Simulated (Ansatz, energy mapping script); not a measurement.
# VCl2O monolayer: energy mapping under LDA+U (3.68 eV) (0.5 electrons a magnetic atom)

How strongly do the moments of VCl2O monolayer couple under LDA+U (3.68 eV)? The plan is to run several orders and fit a Heisenberg model.

Calculated with Ansatz 0.2.0; LDA with U = 3.68 eV on V d, ortho-atomic projectors; plane waves, U on orthogonalised atomic orbitals unless named otherwise, collinear spin, no spin–orbit coupling.

In doubt: warnings of the run leave room for a lower electronic state (step 4), so energies may not be the lowest and differences between runs may mislead.

## 1. Set-up

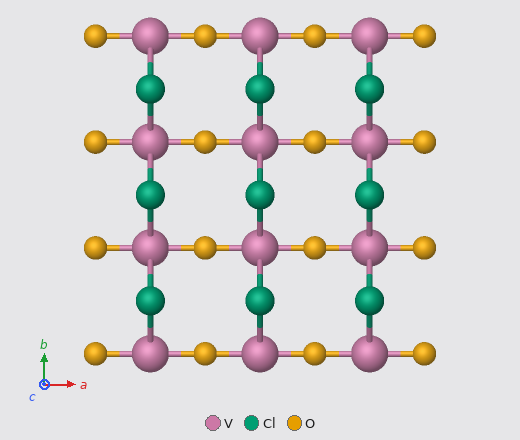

The starting structure, seen from above (vanadium pink, chlorine teal, oxygen orange). 3×3×1 cells are drawn. Some periodic images of atoms are drawn too.

The cell holds 4 atoms: 1 V, 2 Cl and 1 O. Its edges and angles: a = 3.642 Å, b = 3.518 Å, c = 18.329 Å, α = 90.0°, β = 90.0°, γ = 90.0°. It derives from VCl2O. one layer cut from the bulk crystal, unrelaxed, 15 A of vacuum. Vacuum lies along c.

The cell comes from a database of computed structures, and need not be the one that the compound takes in experiment.

This cell differs from the given one by: 0.5 electrons a magnetic atom. The charge is balanced by a uniform background.

The U corrects the self-interaction that lets semilocal functionals spread d and f electrons too far. Its value here is typed, not computed.

## 2. A run to fix the orbital filling

A corrected shell can settle in several orbital fillings. One parallel run, with an occupation width a fifth wider than the orders use, therefore is to supply the occupation matrices. All orders start from them.

input.yaml

```yaml
crystal:
  lattice:
    - [3.64216, 0.0, 0.0]
    - [0.0, 3.517888, 0.0]
    - [0.0, 0.0, 18.329395]
  atoms:
    - { symbol: V, position: [0.5, 0.0, 0.5], spin: 2.0 }
    - { symbol: Cl, position: [0.5, 0.5, 0.409179] }
    - { symbol: Cl, position: [0.5, 0.5, 0.590821] }
    - { symbol: O, position: [0.0, 0.0, 0.5] }
magnetization:
  spin_polarized: true
total_charge: -0.5
kpoints:
  mp_grid: { grid: [10, 10, 1] }
hamiltonian:
  xc: lda
  hubbard:
    sites: [{ species: V, l: d, u_eff: 3.68 }]
    projectors: ortho-atomic
scf:
  occupations: { method: fermi_dirac, width: 0.084 }
output:
  eigenvalues: true
```

On the command line:

```sh
$ ansatz run input.yaml --threads 4 --pin off --max-ram 8192MiB --backend cpu --events-out ev --progress --plain --runs-dir out
```

Numbers of over 12 decimals in the logs are rounded to 6 here.

The log of the run:

```text
Engine: ansatz 0.2.0, aarch64-unknown-linux-gnu
Pseudopotentials: kind: paw
Pseudopotential: V, paw, valence charge 13, recommended cutoff 420 eV (normal), V.paw.azcp
Pseudopotential: Cl, paw, valence charge 7, recommended cutoff 420 eV (normal), Cl.paw.azcp
Pseudopotential: O, paw, valence charge 6, recommended cutoff 420 eV (normal), O.paw.azcp
Functional definition: SPW92
  exchange = slater_x
  correlation = pw_c
Crystal: 4 atoms, lattice volume = 234.849 Å³
Basis set: ecut = 420 eV, 4567 PW (Γ)
Bands: 22, of which v1, the nominal top of the filled ones, is band 17 counted from 1 (16 counted from 0)
Symmetry: 8 space group operations
Space group: Pmmm (ITA 47), of the structure as read, at distance tolerance 6.2e-5 Å
Magnetic group: BNS 47.249 (UNI 347), of the structure as read, at distance tolerance 6.2e-5 Å
k-points: 36 of 100
Non-local potential: V, projectors of the file, l = 0: 3, l = 1: 2, l = 2: 3, l = 3: 1
Non-local potential: Cl, projectors of the file, l = 0: 2, l = 1: 2, l = 2: 2
Non-local potential: O, projectors of the file, l = 0: 2, l = 1: 2, l = 2: 1
PAW form: soft (Blöchl's): semilocal exchange-correlation on the pseudo side does not see the compensation charge
PAW frozen core: V, regenerated for the run's functional, and the local potential with it (the file was generated under x = pbe(κ = 0.804, μ = 0.219515), c = pbe(β = 0.066725))
PAW frozen core: Cl, regenerated for the run's functional, and the local potential with it (the file was generated under x = pbe(κ = 0.804, μ = 0.219515), c = pbe(β = 0.066725))
PAW frozen core: O, regenerated for the run's functional, and the local potential with it (the file was generated under x = pbe(κ = 0.804, μ = 0.219515), c = pbe(β = 0.066725))
PAW one-centre angular grid: V, 590 points (default); XC on 64 Gauss nodes
PAW one-centre angular grid: Cl, 110 points (default); XC on 64 Gauss nodes
PAW one-centre angular grid: O, 110 points (default); XC on 64 Gauss nodes
Initial density: superposition of atomic densities (neutral atoms scaled as one to the charged cell's electrons: chi_scale 0, normalization atom)
Starting moments: Σ|m| = 2 μB on 1 of 4 sites
Initial wavefunctions: pseudopotential atomic-orbital guess
Functional: x = slater, c = lda
SCF iter   1: F=—  HF=-5514.591565 eV  |F-HF|=—  |Δ(HF+E_count)|=         —  Δρ=9.13e-2 (↑9.13e-2 ↓3.09e-2)  dr2=9.90e1  dr2_m=2.98e0  M=0.005 μB ∫|m|=0.415 μB  β_m=0.30  ethr=3.10e-3  ⟨swp⟩=4.8  Hψ=6302  notcnv=0
preconditioner: auto → none  [metal: Δε(μ)=0.082 eV  Ē_g=8.706 eV  σ=0.084 eV  W_gap=0.23  n_scr=30 (ndim 8)  ℏωp=12.2 eV  f_vac=0.650  D(μ)=1.32/eV (n_scr^D=4)  sad-step TF]
[...]
spin-set hold released at iteration 14 (site moments contracting): the magnetisation degrees of freedom join the quasi-Newton model from the next iteration; the mixer history was flushed
[...]
SCF 1 converged in 30 iterations: F = -5504.697943 eV  dr2 = 7.33e-9
[...]
Symmetry: 4 space group operations
[...]
Starting moments: Σ|m| = 2 μB on 1 of 4 sites; this step starts from the density that it was given
[...]
SCF 2 converged in 8 iterations: F = -5504.699676 eV  dr2 = 1.47e-8
[...]
SCF 3 converged in 2 iterations: F = -5504.699676 eV  dr2 = 2.20e-8
[...]
an SCF along what the orbitals of the run's state read of its open shells (or to have them read: on a GPU, or by another smearing), with 4 of the crystal's symmetry operations given up, reached no lower state that the run goes on to. This is no proof of a minimum
SCF converged after 2 iterations
Stability not told: the SCF's own minimisation came to no verdict on its close; the lowest value that the minimisation read is 3.4e-2 (residual 3.0e-5): no lower mode is shown, and none is ruled out
Magnetization: 1.3940 μB (17.4470 up, 16.0530 down)
Absolute magnetization: 1.9913 μB (∫|ρ↑−ρ↓|, with the PAW one-centre terms)
Spin contamination: 0.1021 ħ² per cell (⟨S²⟩ above its minimum at these occupations)
Per-site moments (μB) at R_I (Å): [(1.165198, 0.7511955), (-0.022845, 0.998990), (-0.022845, 0.998990), (-0.204739, 0.7511955)]
Free energy (F): -5504.699676 eV
Harris-Foulkes:  -5504.699676 eV  (|F-HF|=1.93e-8)
Internal energy: -5504.674572 eV  (E = F + TS)
E sigma→0 (E₀):  -5504.687124 eV
Entropy (-TS):   -0.025104 eV (-6.276 meV/atom)
Fermi energy:    0.031766 eV
--- Per-component energies (eV) ---
  E_band       = -526.480974
  E_kinetic    = 830.293925
  E_local      = -16648.412492  (includes V_loc(G=0)·N_el)
  E_nonlocal   = 67.789044
  E_hartree    = 7977.004540
  E_xc         = -413.883549
  E_vxc        = -501.294395  (∫ρ·V_xc dr)
  E_hubbard    = 2.813288  (on-site DFT+U / exact-exchange correction)
  E_vhub       = -0.595302  (the Hubbard potential's part of the band-sum identity)
  E_paw        = -2457.357039  (= ΣΔE_a)
  E_vpaw       = -228.251914  (= ΣTr[D̂ρ^β])
  E_aug_tail   = 0.002903  (compensation charges beyond the density's cutoff)
  E_ewald      = 5136.250753
  E_core_change = 0.824055  (= ΣΔE_core)
  E_smearing   = -0.025104  (= −TS)
  E_closure    = 0.000000  (closes the sum)
  E_deformation_potential = -1.937072  (in the stress; not in F)
  Σ components = -5504.699676   (vs F -5504.699676, Δ=0.00e0)
--- Band table (eV; the first three rows and the last of 72) ---
  k-point 0 ↑: bands = [... 13 lower, -2.5302, -2.2581, -1.6726, -1.5907, -1.0007, -0.1531, 0.3758, 1.3253, ... 1 higher]
  k-point 1 ↑: bands = [... 13 lower, -2.5252, -2.1097, -1.7910, -1.5833, -0.9237, -0.0312, 0.3446, 1.4293, ... 1 higher]
  k-point 2 ↑: bands = [... 13 lower, -2.5399, -2.0313, -1.8783, -1.5766, -0.8105, 0.2715, 0.3338, 1.5173, ... 1 higher]
  k-point 35 ↓: bands = [... 13 lower, -3.3346, -3.1754, -2.0218, 3.0426, 3.1631, 3.3017, 3.7556, 4.5088, ... 1 higher]
Occupation matrices written to <dir>
```

Wall time 90 s (4 threads of Arm Neoverse V1, shared host); peak memory 1.1 GiB.

Numbers from this step:

* final state: ferromagnetic
* electrons in the corrected shells: 3.381 e
* largest moment: 1.165 μB

## 3. Order 1: parallel, cell A of 8 atoms

The parallel order is the zero of energy for this cell and mesh.

input.yaml

```yaml
crystal:
  lattice:
    - [3.64216, 3.517888, 0.0]
    - [0.0, 7.035776, 0.0]
    - [0.0, 0.0, 18.329395]
  atoms:
    - { symbol: V, position: [0.5, 0.75, 0.5], spin: 2.0 }
    - { symbol: V, position: [0.5, 0.25, 0.5], spin: 2.0 }
    - { symbol: Cl, position: [0.5, 0.0, 0.409179] }
    - { symbol: Cl, position: [0.5, 0.5, 0.409179] }
    - { symbol: Cl, position: [0.5, 0.0, 0.590821] }
    - { symbol: Cl, position: [0.5, 0.5, 0.590821] }
    - { symbol: O, position: [0.0, 0.0, 0.5] }
    - { symbol: O, position: [0.0, 0.5, 0.5] }
magnetization:
  spin_polarized: true
total_charge: -1.0
kpoints:
  mp_grid: { grid: [10, 10, 1] }
hamiltonian:
  xc: lda
  hubbard:
    sites:
      - { species: V, l: d, u_eff: 3.68 }
      - { site: 0, l: d, u_eff: 3.68, starting_ns: [{ spin: up, occupation_matrix: v1_major }, { spin: down, occupation_matrix: v1_minor }] }
      - { site: 1, l: d, u_eff: 3.68, starting_ns: [{ spin: up, occupation_matrix: v1_major }, { spin: down, occupation_matrix: v1_minor }] }
    projectors: ortho-atomic
    occupation_matrices:
      v1_major:
        matrix:
          - [0.836, 0.0, -0.003, 0.276, 0.0]
          - [0.0, 0.437, 0.0, 0.0, 0.187]
          - [-0.003, 0.0, 0.268, 0.006, 0.0]
          - [0.276, 0.0, 0.006, 0.503, 0.0]
          - [0.0, 0.187, 0.0, 0.0, 0.492]
      v1_minor:
        matrix:
          - [0.103, 0.0, -0.003, -0.101, 0.0]
          - [0.0, 0.153, 0.0, 0.0, -0.01]
          - [-0.003, 0.0, 0.205, 0.004, 0.0]
          - [-0.101, 0.0, 0.004, 0.23, 0.0]
          - [0.0, -0.01, 0.0, 0.0, 0.153]
scf:
  occupations: { method: fermi_dirac, width: 0.07 }
output:
  eigenvalues: true
```

The log of the run:

```text
Warning: crystal.symmetry: narrowed to the stabiliser of the occupation matrices — unitary ops 16 → 8; lowered by the specified shells (site 0, l: d), (site 1, l: d); largest admitted image defect 6.7e-16, smallest excluded 3.7e-1 — at a splitting's scale: the group the occupation matrices' own texture admits
[...]
Crystal: 8 atoms, lattice volume = 469.698 Å³
Basis set: ecut = 420 eV, 9179 PW (Γ)
Bands: 44, of which v1, the nominal top of the filled ones, is band 34 counted from 1 (33 counted from 0)
Symmetry: 8 space group operations
k-points: 31 of 100
[...]
Starting moments: Σ|m| = 4 μB on 2 of 8 sites
[...]
SCF iter   1: F=—  HF=-11027.235561 eV  |F-HF|=—  |Δ(HF+E_count)|=         —  Δρ=9.17e-2 (↑9.17e-2 ↓3.02e-2)  dr2=1.97e2  dr2_m=6.09e0  M=0.009 μB ∫|m|=0.723 μB  β_m=0.30  ethr=3.10e-3  ⟨swp⟩=10.2  Hψ=12287  notcnv=0
[...]
SCF iter  29: F=-11009.399857 eV  HF=-11009.399857 eV  |F-HF|=7.45e-8  |Δ(HF+E_count)|=   7.11e-8  Δρ=3.10e-6 (↑3.10e-6 ↓6.53e-7)  dr2=9.04e-8  dr2_m=7.98e-9  M=2.789 μB ∫|m|=3.977 μB  ethr=4.95e-11  ⟨swp⟩=1.0  Hψ=7642  notcnv=0
the search or the solves at the SCF's close seem to have found levels that the self-consistency loop had missed (the run counts 1). By its estimate they hold under 1e-12 electrons; where the run keeps them, the occupations were computed again with them
SCF 1 converged in 29 iterations: F = -11009.399857 eV  dr2 = 9.04e-8
[...]
SCF converged after 29 iterations
Magnetization: 2.7889 μB (34.8945 up, 32.1055 down)
Absolute magnetization: 3.9765 μB (∫|ρ↑−ρ↓|, with the PAW one-centre terms)
[...]
Per-site moments (μB) at R_I (Å): [(1.164185, 0.7511955), (1.164185, 0.7511955), (-0.022555, 0.998990), (-0.022555, 0.998990), (-0.022555, 0.998990), (-0.022555, 0.998990), (-0.203626, 0.7511955), (-0.203626, 0.7511955)]
Free energy (F): -11009.399857 eV
[...]
Internal energy: -11009.371232 eV  (E = F + TS)
E sigma→0 (E₀):  -11009.385544 eV
Entropy (-TS):   -0.028625 eV (-3.578 meV/atom)
Fermi energy:    0.032305 eV
[...]
--- Specified on-site occupations, and those of the state reported ---
  electrons in the specified blocks: 6.7600 specified, 6.7623 found
  site 1 (l=d) ↑: largest change of an orbital's occupation 0.0114; electrons 2.5360 specified, 2.5349 found; spectral distance 0.0085
[...]
site 0 (l=d) ↓: largest change of an orbital's occupation 0.0014; electrons 0.8440 specified, 0.8463 found; spectral distance 0.0014
[...]
--- Band table (eV; the first three rows and the last of 62) ---
  k-point 0 ↑: bands = [... 30 lower, -2.1280, -2.0392, -1.6624, -1.5808, -0.9852, -0.1602, 0.3961, 1.3220, ... 6 higher]
  k-point 1 ↑: bands = [... 30 lower, -2.0515, -2.0370, -1.8202, -1.6449, -0.8384, -0.1013, 0.4229, 1.3774, ... 6 higher]
  k-point 2 ↑: bands = [... 30 lower, -2.1025, -1.9786, -1.7631, -1.6924, -0.5877, 0.0751, 0.5208, 1.2782, ... 6 higher]
  k-point 30 ↓: bands = [... 30 lower, -2.0330, -1.8724, 1.3972, 2.0409, 2.0985, 2.6008, 2.6713, 2.6731, ... 6 higher]
Occupation matrices written to <dir>
```

Run time: 66 s. Hardware: 4 threads; peak memory 1.6 GiB; 4.2 min of CPU time.

Spin moment in the sphere by atom:

| atom | spin moment in the sphere (μB) |
| --- | --- |
| V1 | 1.16 |
| V2 | 1.16 |
| Cl3 | -0.02 |
| Cl4 | -0.02 |
| Cl5 | -0.02 |
| Cl6 | -0.02 |
| O7 | -0.20 |
| O8 | -0.20 |

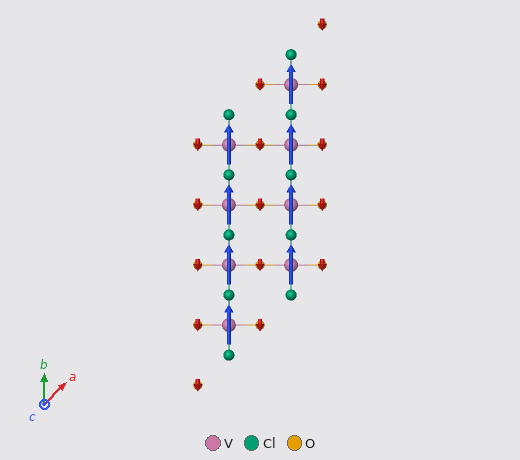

Spin moment in the sphere as arrows, the longest 1.16 μB. Up and down stand for the sign. Arrows give size and sign along the axis of quantisation, drawn up and down the page. Each arrow also spans its atom, so small moments look longer than they are. The two directions have two colours. Bonds to atoms that aren't drawn are left out. 2×2×1 cells are drawn. Some periodic images of atoms are drawn too.

The run ends ferromagnetic.

## 4. Compensated +− start in cell A (8 atoms)

This order reverses 2 of the 2 neighbours at 3.52 Å, 2 of the 2 neighbours at 3.64 Å and 0 of the 4 neighbours at 5.06 Å, counted for an average magnetic atom.

input.yaml: that of step 3 with these lines changed.

```diff
@@ -7,3 +7,3 @@
     - { symbol: V, position: [0.5, 0.75, 0.5], spin: 2.0 }
-    - { symbol: V, position: [0.5, 0.25, 0.5], spin: 2.0 }
+    - { symbol: V, position: [0.5, 0.25, 0.5], spin: -2.0 }
     - { symbol: Cl, position: [0.5, 0.0, 0.409179] }
@@ -25,3 +25,3 @@
       - { site: 0, l: d, u_eff: 3.68, starting_ns: [{ spin: up, occupation_matrix: v1_major }, { spin: down, occupation_matrix: v1_minor }] }
-      - { site: 1, l: d, u_eff: 3.68, starting_ns: [{ spin: up, occupation_matrix: v1_major }, { spin: down, occupation_matrix: v1_minor }] }
+      - { site: 1, l: d, u_eff: 3.68, starting_ns: [{ spin: up, occupation_matrix: v1_minor }, { spin: down, occupation_matrix: v1_major }] }
     projectors: ortho-atomic
```

The log of the run:

```text
[...]
Crystal: 8 atoms, lattice volume = 469.698 Å³
Basis set: ecut = 420 eV, 9179 PW (Γ)
Bands: 44, of which v1, the nominal top of the filled ones, is band 34 counted from 1 (33 counted from 0)
Symmetry: 4 space group operations
k-points: 31 of 100
[...]
Starting moments: Σ|m| = 4 μB on 2 of 8 sites
[...]
SCF iter   1: F=—  HF=-11027.281251 eV  |F-HF|=—  |Δ(HF+E_count)|=         —  Δρ=6.80e-2 (↑6.80e-2 ↓6.80e-2)  dr2=1.97e2  dr2_m=5.96e0  M=-0.000 μB ∫|m|=0.534 μB  β_m=0.30  ethr=3.10e-3  ⟨swp⟩=8.9  Hψ=11822  notcnv=0  defer=8
[...]
SCF iter  55: F=-11009.006695 eV  HF=-11009.006695 eV  |F-HF|=1.51e-8  |Δ(HF+E_count)|=   7.66e-8  Δρ=2.32e-6 (↑1.70e-6 ↓2.32e-6)  dr2=4.05e-8  dr2_m=9.11e-9  M=-0.000 μB ∫|m|=3.099 μB  ethr=1.49e-10  ⟨swp⟩=1.9  Hψ=7698  notcnv=0
The SCF converged. Along the directions that its mixing steps explored, a Ritz value of the dielectric operator 1 − χ₀K read negative at each of the last 4 readings (its real part and the size of its imaginary part sum to between -1.2 and -0.34).
SCF 1 converged in 55 iterations: F = -11009.006695 eV  dr2 = 4.05e-8
[...]
No search for a lower state was made along the close's negative reading: the input's occupations specify this state, and scf.lower_state_search is neither standard nor full (following: specified_state; scf.lower_state_search in the input reference).
SCF converged after 55 iterations
Magnetization: -0.0001 μB (33.4999 up, 33.5001 down)
Absolute magnetization: 3.0972 μB (∫|ρ↑−ρ↓|, with the PAW one-centre terms)
[...]
Per-site moments (μB) at R_I (Å): [(1.019303, 0.7511955), (-1.019368, 0.7511955), (0.00201553, 0.998990), (-0.00202253, 0.998990), (-0.00202253, 0.998990), (0.00201553, 0.998990), (-1.4158296388743947e-5, 0.7511955), (-1.4158296388694197e-5, 0.7511955)]
Free energy (F): -11009.006695 eV
[...]
Internal energy: -11008.942230 eV  (E = F + TS)
E sigma→0 (E₀):  -11008.974463 eV
Entropy (-TS):   -0.064466 eV (-8.058 meV/atom)
Fermi energy:    0.151688 eV
[...]
--- Specified on-site occupations, and those of the state reported ---
  electrons in the specified blocks: 6.7600 specified, 6.7666 found
[...]
--- Band table (eV; the first three rows and the last of 62) ---
  k-point 0 ↑: bands = [... 30 lower, -2.1637, -1.8371, -1.8316, -0.0593, -0.0294, 0.7355, 1.3685, 1.7933, ... 6 higher]
  k-point 1 ↑: bands = [... 30 lower, -2.1655, -1.9619, -1.8502, -0.0007, 0.0309, 0.7518, 1.4241, 1.8146, ... 6 higher]
  k-point 2 ↑: bands = [... 30 lower, -2.1562, -1.9639, -1.8787, 0.1615, 0.1778, 0.8155, 1.5786, 1.7689, ... 6 higher]
  k-point 30 ↓: bands = [... 30 lower, -2.1904, -2.0594, -2.0145, -0.1049, 0.5893, 1.8097, 1.9488, 2.5794, ... 6 higher]
Occupation matrices written to <dir>
```

Wall time 1.8 min (4 threads); peak memory 1.7 GiB.

Spin moment in the sphere by atom:

| atom | spin moment in the sphere (μB) |
| --- | --- |
| V1 | 1.02 |
| V2 | -1.02 |
| Cl3 | 0.00 |
| Cl4 | 0.00 |
| Cl5 | 0.00 |
| Cl6 | 0.00 |
| O7 | 0.00 |
| O8 | 0.00 |

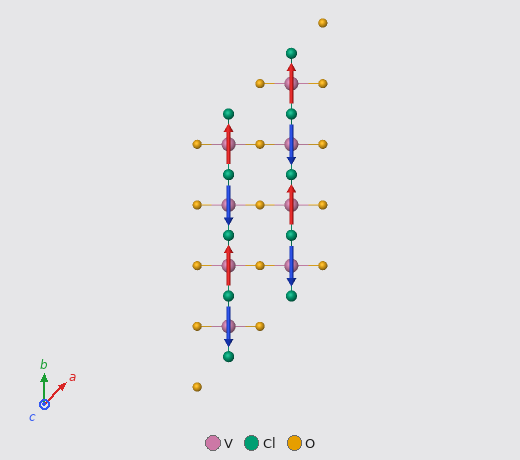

Spin moment in the sphere as arrows, the longest 1.02 μB. Up and down stand for the sign. Arrows give size and sign along the axis of quantisation, drawn up and down the page. The two directions have two colours. Bonds to atoms that aren't drawn are left out. 2×2×1 cells are drawn. Some periodic images of atoms are drawn too.

The run ends antiferromagnetic, 205.54 meV a magnetic atom above the parallel order of its cell, a difference that unlike orbital or electronic states can set, not exchange alone (energies taken at zero occupation width, not the printed F).

## 5. Order 3: parallel, cell B of 8 atoms

A new cell needs its own zero of energy.

This run holds the same structure in another cell (a 5.064 → 7.284 Å, b 7.036 → 3.518 Å, γ 46.0 → 90.0°).

input.yaml

```yaml
crystal:
  lattice:
    - [7.28432, 0.0, 0.0]
    - [0.0, 3.517888, 0.0]
    - [0.0, 0.0, 18.329395]
  atoms:
    - { symbol: V, position: [0.25, 0.0, 0.5], spin: 2.0 }
    - { symbol: V, position: [0.75, 0.0, 0.5], spin: 2.0 }
    - { symbol: Cl, position: [0.25, 0.5, 0.409179] }
    - { symbol: Cl, position: [0.75, 0.5, 0.409179] }
    - { symbol: Cl, position: [0.25, 0.5, 0.590821] }
    - { symbol: Cl, position: [0.75, 0.5, 0.590821] }
    - { symbol: O, position: [0.0, 0.0, 0.5] }
    - { symbol: O, position: [0.5, 0.0, 0.5] }
magnetization:
  spin_polarized: true
total_charge: -1.0
kpoints:
  mp_grid: { grid: [5, 10, 1] }
hamiltonian:
  xc: lda
  hubbard:
    sites:
      - { species: V, l: d, u_eff: 3.68 }
      - { site: 0, l: d, u_eff: 3.68, starting_ns: [{ spin: up, occupation_matrix: v1_major }, { spin: down, occupation_matrix: v1_minor }] }
      - { site: 1, l: d, u_eff: 3.68, starting_ns: [{ spin: up, occupation_matrix: v1_major }, { spin: down, occupation_matrix: v1_minor }] }
    projectors: ortho-atomic
    occupation_matrices:
      v1_major:
        matrix:
          - [0.836, 0.0, -0.003, 0.276, 0.0]
          - [0.0, 0.437, 0.0, 0.0, 0.187]
          - [-0.003, 0.0, 0.268, 0.006, 0.0]
          - [0.276, 0.0, 0.006, 0.503, 0.0]
          - [0.0, 0.187, 0.0, 0.0, 0.492]
      v1_minor:
        matrix:
          - [0.103, 0.0, -0.003, -0.101, 0.0]
          - [0.0, 0.153, 0.0, 0.0, -0.01]
          - [-0.003, 0.0, 0.205, 0.004, 0.0]
          - [-0.101, 0.0, 0.004, 0.23, 0.0]
          - [0.0, -0.01, 0.0, 0.0, 0.153]
scf:
  occupations: { method: fermi_dirac, width: 0.07 }
output:
  eigenvalues: true
```

The log of the run:

```text
[...]
Crystal: 8 atoms, lattice volume = 469.698 Å³
Basis set: ecut = 420 eV, 9139 PW (Γ)
Bands: 44, of which v1, the nominal top of the filled ones, is band 34 counted from 1 (33 counted from 0)
Symmetry: 8 space group operations
k-points: 18 of 50
[...]
Starting moments: Σ|m| = 4 μB on 2 of 8 sites
[...]
k-point 1 ↑: bands = [... 30 lower, -2.1097, -2.1095, -1.7901, -1.5836, -0.9258, -0.0303, 0.3559, 1.4295, ... 6 higher]
  k-point 2 ↑: bands = [... 30 lower, -2.0287, -1.9091, -1.8780, -1.5773, -0.8173, 0.2857, 0.3347, 1.5020, ... 6 higher]
  k-point 17 ↓: bands = [... 30 lower, -1.7872, -1.6979, 2.0791, 2.5655, 2.6511, 2.9111, 2.9932, 3.1075, ... 6 higher]
Occupation matrices written to <dir>
[key lines of the parts left out:]
SCF converged after 28 iterations
Magnetization: 2.7874 μB (34.8937 up, 32.1063 down)
Free energy (F): -11009.391412 eV
Fermi energy:    0.034072 eV
```

The job ended after 43 s (4 threads; peak memory 1.3 GiB; 2.6 min of CPU time).

The run ends ferromagnetic. For each magnetic atom its energy differs from the parallel run of the first cell by 6.48 meV, an error that one common reference would have brought in.

(Continued in part 2 of 2.)

[Logs and program files are shortened in this print: banners, set-up blocks, solver, clock and traceback lines can be left out without a mark of their own.]

[Logs are printed without paths, hosts, clocks, repeated set-up lines and the standing remarks that a program may print on its own settings, such as how far it seeks lower states.]

[Hosts, paths, dates, database ids (printed as entryN), source tags and the programs' standing remarks are cut or masked in the printed files.]

[Where a cell is said to come from a database of computed structures, the database is the Materials Project.]
